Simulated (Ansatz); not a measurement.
## AlSi$_{16}$: geometry relaxation (part 2 of 2)

Continued. System: AlSi$_{16}$ (defect cell, 17 atoms in the cell). Method: DFT PBE-D3(BJ), scalar-relativistic, plane waves, PAW, PAW set soft_1, spin-polarised (Ansatz 0.2.0); cutoff 420 eV, 2×2×2 k-mesh, Fermi–Dirac smearing of 0.05 eV, collinear spins. It belongs to a series of runs on one base structure; here: start relaxed.

Geometry of the input (Å; fractional positions):
```
0.0000  5.4300  5.4300
5.4300  0.0000  5.4300
5.4300  5.4300  0.0000
Si 0.0000  0.0000  0.0000
Si 0.1250  0.1250  0.1250
Si -0.0000  0.0000  0.5000
Si 0.1250  0.1250  0.6250
Si -0.0000  0.5000  0.0000
Si 0.1250  0.6250  0.1250
Si -0.0000  0.5000  0.5000
Si 0.1250  0.6250  0.6250
Si 0.5000  -0.0000  0.0000
Si 0.6250  0.1250  0.1250
Si 0.5000  0.0000  0.5000
Si 0.6250  0.1250  0.6250
Si 0.5000  0.5000  0.0000
Si 0.6250  0.6250  0.1250
Si 0.5000  0.5000  0.5000
Si 0.6250  0.6250  0.6250
Al 0.5673  0.8097  0.8124
```

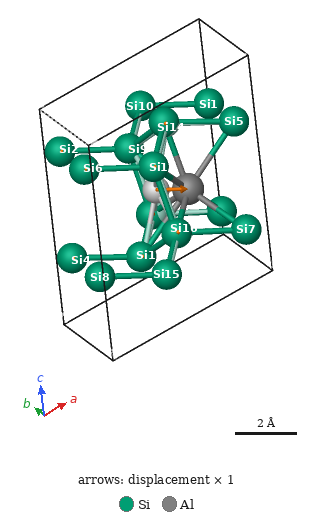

*Start (faint) and end (solid) with the displacements as orange arrows, at true length (ball-and-stick view of the cell of the calculation (origin shifted), seen slightly off an axis).*

The energy falls by 118 meV per atom in 9 geometry steps. Largest force component: 2.6 eV/Å at the start, 0.045 eV/Å at the end. The atom that moves furthest is Al17 (1.10 Å). By element the largest moves are Al 1.10 Å, Si 0.12 Å. The cell doesn't change. Among the contacts that change: Si8–Al17 3.497 → 2.431 Å, Si3–Al17 3.509 → 2.717 Å, Si5–Al17 3.497 → 2.717 Å, Si13–Al17 2.249 → 2.743 Å. New bonds form: Si8–Al17 (3.50 → 2.43 Å). Among the angles that change: Si11–Al17–Si14 178.6° → 124.4°, Si9–Al17–Si16 178.4° → 124.4°, Si7–Si16–Al17 99.3° → 68.7°. (Atoms are counted from 1 in the order of the input.)

```
Magnetization: -0.0000 μB (33.5000 up, 33.5000 down)
Absolute magnetization: 0.0000 μB (∫|ρ↑−ρ↓|, with the PAW one-centre terms)
Spin contamination: 0.0000 ħ² per cell (⟨S²⟩ above its minimum at these occupations)
Per-site moments (μB) at R_I (Å): [(1.9619714245751447e-8, 0.9600292625576131), (-3.859397626361536e-8, 0.9600392899247436), (-5.0343628169195636e-8, 0.9697897076440836), (-3.677912836283073e-8, 0.9600595785165483), (-4.996196270791479e-8, 0.9697395786491361), (-3.769378067011823e-8, 0.9600292625576131), (-4.982393586345202e-8, 0.9697647468750048), (4.744051409116014e-7, 0.9371811755663764), (1.2241083732659897e-8, 0.9692188290939129), (1.1115134342564165e-7, 0.9602249594309464), (8.853476177685411e-9, 0.9692545837991916), (-1.386750821825996e-7, 0.9371070644347678), (9.43517800043273e-9, 0.9692011397148058), (-1.3972791058090368e-7, 0.9370946514649013), (1.3427281393935584e-8, 0.9370946514649013), (-1.3504578788741278e-7, 0.9371024442550263), (-3.051727274862907e-8, 1.002645460923834)]
Free energy (F): -10712.252778 eV
Harris-Foulkes:  -10712.252778 eV  (|F-HF|=1.22e-10)
[...]
Internal energy: -10712.224068 eV  (E = F + TS)
E sigma→0 (E₀):  -10712.238423 eV
Entropy (-TS):   -0.028710 eV (-1.689 meV/atom)
Fermi energy:    7.293205 eV
--- Per-component energies (eV) ---
  E_band       = 111.575949
  E_kinetic    = 687.188192
  E_local      = -366.939594  (includes V_loc(G=0)·N_el)
  E_nonlocal   = 375.897221
  E_hartree    = 122.261645
  E_xc         = -945.493080
  E_vxc        = -799.190196  (∫ρ·V_xc dr)
  E_paw        = -8655.531035  (= ΣΔE_a)
  E_vpaw       = -29.903549  (= ΣTr[D̂ρ^β])
  E_aug_tail   = 0.000596  (compensation charges beyond the density's cutoff)
  E_ewald      = -1923.996799
  E_disp       = -5.611215  (pairwise vdW)
  E_smearing   = -0.028710  (= −TS)
  E_closure    = 0.000000  (closes the sum)
  Σ components = -10712.252778   (vs F -10712.252778, Δ=0.00e0)
--- Forces (eV/Å), atoms counted from 1 ---
  atom   1  Si    -0.00119673     0.00015444     0.00171021
  atom   2  Si     0.00347922     0.00462826     0.00324954
  atom   3  Si     0.00509851    -0.00393283     0.03898911
  atom   4  Si    -0.00448804    -0.00350921     0.00403998
  atom   5  Si     0.00343339     0.03745808    -0.00400597
  atom   6  Si    -0.00331336     0.00424439    -0.00346475
  atom   7  Si    -0.03848734    -0.00339272    -0.00513042
  atom   8  Si    -0.02230125     0.02223099     0.02233551
  atom   9  Si    -0.01010556     0.01565056     0.01548373
  atom  10  Si     0.00647929    -0.00578447    -0.00680947
  atom  11  Si    -0.01514892     0.00933908     0.01510158
  atom  12  Si     0.04476237    -0.04509967     0.01845297
  atom  13  Si    -0.01572251     0.01584195     0.01049693
  atom  14  Si     0.04523882     0.01697826    -0.04508856
  atom  15  Si     0.00542271    -0.00510630    -0.00560138
  atom  16  Si    -0.01797881    -0.04524034    -0.04475286
  atom  17  Al     0.01483297    -0.01446506    -0.01501077
  max |Σ_I F_I| component: 4.78e-6 eV/Å
--- Relaxed structure (10 steps of the walk, 10 accepted, 0 SCFs on fresh bases) ---
  F+E_penalty+E_count = -10712.25277830 eV   max|allowed force component| = 4.524e-2 eV/Å
  atoms:
    - { symbol: Si, position: [-0.012475262791274519, 0.004081163297490343, 0.004255107400804427] }
    - { symbol: Si, position: [0.11197848256368796, 0.12746303518058644, 0.1276083435307881] }
    - { symbol: Si, position: [-0.009116622105044483, 0.004162478715343762, 0.502519333113334] }
    - { symbol: Si, position: [0.11196148966839849, 0.12746606267296157, 0.6330583667882839] }
    - { symbol: Si, position: [-0.009103107881008904, 0.5023590629083775, 0.0043430263761009835] }
    - { symbol: Si, position: [0.11198685776472317, 0.6328962080589882, 0.12760711539334801] }
    - { symbol: Si, position: [-0.009112263651990027, 0.5023819618103879, 0.5025084538509279] }
    - { symbol: Si, position: [0.12979939143236657, 0.6233211329886919, 0.6234996275439783] }
    - { symbol: Si, position: [0.4866763319708356, 0.005159807886813056, 0.00533764216692309] }
    - { symbol: Si, position: [0.6162633017581255, 0.12784390006327884, 0.12799756602399193] }
    - { symbol: Si, position: [0.4866732488313702, 0.0051665029172581756, 0.5029351398253494] }
    - { symbol: Si, position: [0.610274656327426, 0.14023469599295574, 0.6248028745587133] }
    - { symbol: Si, position: [0.4866778225312342, 0.5027717296988798, 0.005334838096773653] }
    - { symbol: Si, position: [0.6103137173003939, 0.6246167562632048, 0.1403959225407655] }
    - { symbol: Si, position: [0.49215117687744836, 0.5025469472883959, 0.5027037051454102] }
    - { symbol: Si, position: [0.6102871539521564, 0.6246266497210442, 0.6247985975281278] }
    - { symbol: Al, position: [0.7420658254511517, 0.7525814045353435, 0.7527243401163806] }
```

**Trajectory as extended XYZ (Å, eV, eV/Å), 10 frames, from step=1 to step=10**
```
17
Lattice="0.0000 5.4300 5.4300 5.4300 0.0000 5.4300 5.4300 5.4300 0.0000" Properties=species:S:1:pos:R:3:forces:R:3 step=1 energy=-10710.23857
Si    0.0000    0.0000    0.0000   -0.1754   0.1758   0.1752
Si    1.3575    1.3575    1.3575    0.0341  -0.1108  -0.1092
Si    2.7150    2.7150    0.0000   -0.1152   0.1142   0.0327
Si    4.0725    4.0725    1.3575    0.1100  -0.0309  -0.1095
Si    2.7150    0.0000    2.7150   -0.1151   0.0378   0.1157
Si    4.0725    1.3575    4.0725    0.1096  -0.1107  -0.0357
Si    5.4300    2.7150    2.7150   -0.0344   0.1142   0.1157
Si    6.7875    4.0725    4.0725    0.1840  -0.1835  -0.1843
Si    0.0000    2.7150    2.7150    2.4901   0.3400   0.3616
Si    1.3575    4.0725    4.0725   -0.3092   0.3121   0.3078
Si    2.7150    5.4300    2.7150   -0.3153  -2.3690   0.3222
Si    4.0725    6.7875    4.0725    0.3882  -0.4027   2.4528
Si    2.7150    2.7150    5.4300   -0.3746   0.3599  -2.5522
Si    4.0725    4.0725    6.7875    0.4547   2.6432  -0.4471
Si    5.4300    5.4300    5.4300    0.3128  -0.3100  -0.3142
Si    6.7875    6.7875    6.7875   -2.5140  -0.4243  -0.4022
Al    8.8081    7.4919    7.4770   -0.1302  -0.1553   0.2708
17
Lattice="0.0000 5.4300 5.4300 5.4300 0.0000 5.4300 5.4300 5.4300 0.0000" Properties=species:S:1:pos:R:3:forces:R:3 step=2 energy=-10711.18323
Si   -0.0671    0.0675    0.0669   -0.1199   0.1205   0.1197
Si    1.3711    1.3667    1.3661   -0.0735   0.0333   0.0330
Si    2.7245    2.7059    0.0143    0.0268  -0.0268  -0.0751
Si    4.0636    4.0595    1.3662   -0.0332   0.0728   0.0331
Si    2.7243    0.0154    2.7055    0.0268  -0.0762  -0.0268
Si    4.0638    1.3666    4.0586   -0.0330   0.0333   0.0738
Si    5.4153    2.7059    2.7054    0.0754  -0.0268  -0.0268
Si    6.8580    4.0025    4.0018    0.1421  -0.1415  -0.1423
Si    0.0668    2.7391    2.7401    1.0314   0.2554   0.2603
Si    1.2767    4.1537    4.1531    0.0347  -0.0350  -0.0345
Si    2.6906    5.3638    2.7397   -0.2430  -0.9813   0.2446
Si    4.0985    6.7607    4.1429    0.2983  -0.3020   1.0120
Si    2.6901    2.7392    5.3629   -0.2665   0.2632  -1.0566
Si    4.0992    4.1441    6.7612    0.3251   1.0878  -0.3232
Si    5.5146    5.3459    5.3452   -0.0429   0.0423   0.0432
Si    6.7167    6.7605    6.7616   -1.0368  -0.3108  -0.3052
Al    8.8014    7.4950    7.4855   -0.1118  -0.0081   0.1711
17
Lattice="0.0000 5.4300 5.4300 5.4300 0.0000 5.4300 5.4300 5.4300 0.0000" Properties=species:S:1:pos:R:3:forces:R:3 step=3 energy=-10711.49055
Si   -0.1426    0.1432    0.1423   -0.0995   0.0992   0.0997
Si    1.3696    1.3992    1.3983   -0.0026  -0.0212  -0.0218
Si    2.7587    2.6719    0.0140   -0.0381   0.0386  -0.0121
Si    4.0312    4.0612    1.3985    0.0215   0.0016  -0.0218
Si    2.7583    0.0153    2.6714   -0.0382  -0.0135   0.0380
Si    4.0315    1.3991    4.0600    0.0216  -0.0212   0.0030
Si    5.4156    2.6720    2.6712    0.0126   0.0386   0.0379
Si    6.9421    3.9184    3.9176    0.1541  -0.1544  -0.1539
Si    0.1138    2.7857    2.7869    0.0114   0.0448   0.0408
Si    1.2031    4.2277    4.2265    0.0423  -0.0433  -0.0419
Si    2.6440    5.3177    2.7864   -0.0399  -0.0059   0.0384
Si    4.1492    6.7099    4.1965    0.1092  -0.1064   0.0092
Si    2.6432    2.7860    5.3156   -0.0435   0.0460  -0.0147
Si    4.1501    4.1987    6.7104    0.1144   0.0191  -0.1157
Si    5.5961    5.2647    5.2635   -0.0616   0.0605   0.0622
Si    6.6628    6.7096    6.7109   -0.0121  -0.1080  -0.1121
Al    8.7813    7.5120    7.5071   -0.1518   0.1256   0.1647
17
Lattice="0.0000 5.4300 5.4300 5.4300 0.0000 5.4300 5.4300 5.4300 0.0000" Properties=species:S:1:pos:R:3:forces:R:3 step=4 energy=-10711.61056
Si   -0.2109    0.2115    0.2105    0.1008  -0.1012  -0.1005
Si    1.3650    1.4300    1.4292    0.0641  -0.0003  -0.0001
Si    2.7984    2.6320    0.0130   -0.0747   0.0746   0.0789
Si    4.0008    4.0653    1.4289    0.0003  -0.0636  -0.0002
Si    2.7986    0.0141    2.6313   -0.0737   0.0794   0.0737
Si    4.0004    1.4301    4.0649    0.0001  -0.0002  -0.0644
Si    5.4167    2.6319    2.6314   -0.0791   0.0743   0.0744
Si    7.0576    3.8031    3.8020    0.0746  -0.0759  -0.0741
Si    0.1020    2.8246    2.8243   -0.2219  -0.1827  -0.1907
Si    1.1499    4.2811    4.2795   -0.0434   0.0442   0.0431
Si    2.6062    5.3288    2.8237    0.1809   0.2050  -0.1835
Si    4.2095    6.6504    4.2190    0.0469  -0.0417  -0.2222
Si    2.6053    2.8249    5.3275    0.1918  -0.1862   0.2308
Si    4.2105    4.2214    6.6496    0.0322  -0.2506  -0.0350
Si    5.6916    5.1695    5.1678   -0.0602   0.0611   0.0597
Si    6.6403    6.6501    6.6502    0.2312  -0.0369  -0.0448
Al    8.6661    7.6232    7.6242   -0.3699   0.4007   0.3548
17
Lattice="0.0000 5.4300 5.4300 5.4300 0.0000 5.4300 5.4300 5.4300 0.0000" Properties=species:S:1:pos:R:3:forces:R:3 step=5 energy=-10711.74941
Si   -0.2039    0.2045    0.2035    0.1899  -0.1901  -0.1898
Si    1.3679    1.4274    1.4266    0.0616   0.0018   0.0019
Si    2.8053    2.6250    0.0123   -0.0562   0.0564   0.1456
Si    4.0035    4.0623    1.4263   -0.0021  -0.0610   0.0021
Si    2.8056    0.0132    2.6242   -0.0567   0.1466   0.0566
Si    4.0030    1.4275    4.0620   -0.0018   0.0018  -0.0619
Si    5.4174    2.6249    2.6244   -0.1459   0.0565   0.0562
Si    7.0812    3.7795    3.7785   -0.2034   0.2031   0.2036
Si    0.0854    2.8157    2.8148   -0.1853  -0.1700  -0.1718
Si    1.1593    4.2716    4.2702   -0.0113   0.0117   0.0112
Si    2.6153    5.3450    2.8144    0.1686   0.1804  -0.1692
Si    4.2227    6.6377    4.2149    0.0750  -0.0732  -0.2124
Si    2.6147    2.8159    5.3444    0.1727  -0.1713   0.1881
Si    4.2231    4.2163    6.6367    0.0679  -0.2227  -0.0690
Si    5.7092    5.1516    5.1504   -0.0570   0.0580   0.0565
Si    6.6447    6.6376    6.6370    0.2156  -0.0709  -0.0736
Al    8.5537    7.7362    7.7364   -0.2316   0.2428   0.2260
17
Lattice="0.0000 5.4300 5.4300 5.4300 0.0000 5.4300 5.4300 5.4300 0.0000" Properties=species:S:1:pos:R:3:forces:R:3 step=6 energy=-10711.89570
Si   -0.1554    0.1561    0.1550    0.1466  -0.1464  -0.1467
Si    1.3716    1.4108    1.4099   -0.0410  -0.0636  -0.0634
Si    2.8002    2.6303    0.0161   -0.0142   0.0136   0.0436
Si    4.0201    4.0587    1.4096    0.0639   0.0415  -0.0638
Si    2.8002    0.0172    2.6296   -0.0132   0.0430   0.0134
Si    4.0197    1.4109    4.0582    0.0632  -0.0634   0.0408
Si    5.4136    2.6303    2.6296   -0.0434   0.0133   0.0141
Si    7.0454    3.8152    3.8142   -0.4594   0.4603   0.4589
Si    0.0663    2.7860    2.7849   -0.1269  -0.0632  -0.0664
Si    1.2004    4.2306    4.2291    0.0636  -0.0639  -0.0635
Si    2.6451    5.3643    2.7845    0.0618   0.1173  -0.0629
Si    4.2203    6.6404    4.1973    0.0253  -0.0225  -0.1937
Si    2.6446    2.7862    5.3633    0.0671  -0.0649   0.1318
Si    4.2201    4.1986    6.6396    0.0154  -0.2074  -0.0168
Si    5.6899    5.1708    5.1698   -0.0770   0.0761   0.0774
Si    6.6623    6.6404    6.6395    0.1981  -0.0192  -0.0234
Al    8.4438    7.8451    7.8468    0.0700  -0.0507  -0.0795
17
Lattice="0.0000 5.4300 5.4300 5.4300 0.0000 5.4300 5.4300 5.4300 0.0000" Properties=species:S:1:pos:R:3:forces:R:3 step=7 energy=-10712.12131
Si   -0.0711    0.0718    0.0707    0.0845  -0.0848  -0.0844
Si    1.3785    1.3688    1.3678   -0.0695  -0.0903  -0.0909
Si    2.7804    2.6501   -0.0006    0.0069  -0.0068  -0.0418
Si    4.0621    4.0519    1.3676    0.0905   0.0699  -0.0907
Si    2.7802    0.0007    2.6496    0.0062  -0.0422  -0.0063
Si    4.0617    1.3690    4.0513    0.0908  -0.0905   0.0694
Si    5.4302    2.6502    2.6494    0.0419  -0.0065  -0.0068
Si    6.9300    3.9307    3.9297   -0.2918   0.2917   0.2918
Si    0.0625    2.7392    2.7381   -0.1233  -0.0397  -0.0411
Si    1.2788    4.1521    4.1507    0.0004  -0.0003  -0.0003
Si    2.6918    5.3680    2.7378    0.0395   0.1200  -0.0400
Si    4.1935    6.6673    4.1481    0.0081  -0.0076  -0.0967
Si    2.6914    2.7393    5.3672    0.0412  -0.0402   0.1249
Si    4.1926    4.1493    6.6670    0.0058  -0.1032  -0.0061
Si    5.6023    5.2579    5.2575   -0.0510   0.0506   0.0512
Si    6.7115    6.6676    6.6664    0.0988  -0.0069  -0.0076
Al    8.3316    7.9578    7.9586    0.0209  -0.0132  -0.0246
17
Lattice="0.0000 5.4300 5.4300 5.4300 0.0000 5.4300 5.4300 5.4300 0.0000" Properties=species:S:1:pos:R:3:forces:R:3 step=8 energy=-10712.24494
Si    0.0111   -0.0105   -0.0115    0.0182  -0.0179  -0.0183
Si    1.3818    1.3217    1.3209   -0.0179  -0.0225  -0.0221
Si    2.7614    2.6692   -0.0195   -0.0008   0.0003  -0.0160
Si    4.1089    4.0489    1.3208    0.0225   0.0181  -0.0224
Si    2.7612   -0.0189    2.6685    0.0000  -0.0152   0.0002
Si    4.1088    1.3217    4.0479    0.0221  -0.0224   0.0179
Si    5.4493    2.6692    2.6683    0.0158   0.0001   0.0007
Si    6.8145    4.0459    4.0453   -0.0320   0.0322   0.0319
Si    0.0550    2.6928    2.6918   -0.0248  -0.0158  -0.0162
Si    1.3556    4.0752    4.0740    0.0057  -0.0059  -0.0056
Si    2.7380    5.3758    2.6917    0.0156   0.0239  -0.0157
Si    4.1688    6.6919    4.0982   -0.0157   0.0159  -0.0422
Si    2.7379    2.6928    5.3747    0.0163  -0.0161   0.0252
Si    4.1685    4.0991    6.6911   -0.0168  -0.0433   0.0166
Si    5.5056    5.3549    5.3541   -0.0455   0.0451   0.0457
Si    6.7615    6.6920    6.6909    0.0426   0.0163   0.0159
Al    8.2201    8.0702    8.0698   -0.0051   0.0071   0.0041
17
Lattice="0.0000 5.4300 5.4300 5.4300 0.0000 5.4300 5.4300 5.4300 0.0000" Properties=species:S:1:pos:R:3:forces:R:3 step=9 energy=-10712.24494
Si    0.0111   -0.0105   -0.0115    0.0181  -0.0179  -0.0182
Si    1.3818    1.3217    1.3209   -0.0178  -0.0224  -0.0219
Si    2.7614    2.6692   -0.0195   -0.0007   0.0003  -0.0157
Si    4.1089    4.0489    1.3208    0.0223   0.0180  -0.0222
Si    2.7612   -0.0189    2.6685    0.0001  -0.0149   0.0001
Si    4.1088    1.3217    4.0479    0.0219  -0.0222   0.0177
Si    5.4493    2.6692    2.6683    0.0154   0.0000   0.0007
Si    6.8145    4.0459    4.0453   -0.0322   0.0324   0.0321
Si    0.0550    2.6928    2.6918   -0.0246  -0.0159  -0.0162
Si    1.3556    4.0752    4.0740    0.0058  -0.0060  -0.0057
Si    2.7380    5.3758    2.6917    0.0156   0.0237  -0.0157
Si    4.1688    6.6919    4.0982   -0.0156   0.0158  -0.0421
Si    2.7379    2.6928    5.3747    0.0164  -0.0161   0.0250
Si    4.1685    4.0991    6.6911   -0.0167  -0.0432   0.0165
Si    5.5056    5.3549    5.3541   -0.0456   0.0452   0.0458
Si    6.7615    6.6920    6.6909    0.0425   0.0162   0.0158
Al    8.2201    8.0702    8.0698   -0.0050   0.0070   0.0040
17
Lattice="0.0000 5.4300 5.4300 5.4300 0.0000 5.4300 5.4300 5.4300 0.0000" Properties=species:S:1:pos:R:3:forces:R:3 step=10 energy=-10712.25278
Si    0.0453   -0.0446   -0.0456   -0.0012   0.0002   0.0017
Si    1.3850    1.3010    1.3002    0.0035   0.0046   0.0032
Si    2.7513    2.6792   -0.0269    0.0051  -0.0039   0.0390
Si    4.1296    4.0455    1.3001   -0.0045  -0.0035   0.0040
Si    2.7514   -0.0258    2.6784    0.0034   0.0375  -0.0040
Si    4.1295    1.3010    4.0447   -0.0033   0.0042  -0.0035
Si    5.4566    2.6791    2.6785   -0.0385  -0.0034  -0.0051
Si    6.7702    4.0904    4.0894   -0.0223   0.0222   0.0223
Si    0.0570    2.6716    2.6707   -0.0101   0.0157   0.0155
Si    1.3892    4.0413    4.0405    0.0065  -0.0058  -0.0068
Si    2.7590    5.3736    2.6707   -0.0151   0.0093   0.0151
Si    4.1542    6.7065    4.0753    0.0448  -0.0451   0.0185
Si    2.7590    2.6716    5.3727   -0.0157   0.0158   0.0105
Si    4.1540    4.0764    6.7057    0.0452   0.0170  -0.0451
Si    5.4585    5.4021    5.4012    0.0054  -0.0051  -0.0056
Si    6.7844    6.7065    6.7056   -0.0180  -0.0452  -0.0448
Al    8.1738    8.1167    8.1159    0.0148  -0.0145  -0.0150
```

**Results in brief**

```json
{"quantity": "outcome", "value": "converged"}
{"quantity": "electrons treated", "value": "67"}
{"quantity": "free energy", "value": "−10712.2528 eV"}
{"quantity": "Fermi energy", "value": "7.293 eV"}
{"quantity": "net moment of the cell", "value": "0.00 μB"}
{"quantity": "integrated absolute moment", "value": "0.00 μB"}
{"quantity": "final volume", "value": "320.21 Å³"}
{"quantity": "largest force (length of the vector) at the end", "value": "0.066 eV/Å"}
{"quantity": "hardware", "value": "1 thread of Intel Xeon (Granite Rapids), 32 GiB of memory available, shared host"}
{"quantity": "wall time", "value": "79 s"}
{"quantity": "peak memory", "value": "0.71 GiB"}
```

Warnings of the run: some starting moments were not kept. The k-point mesh is coarse for a cell of this size, so the results may not be converged.
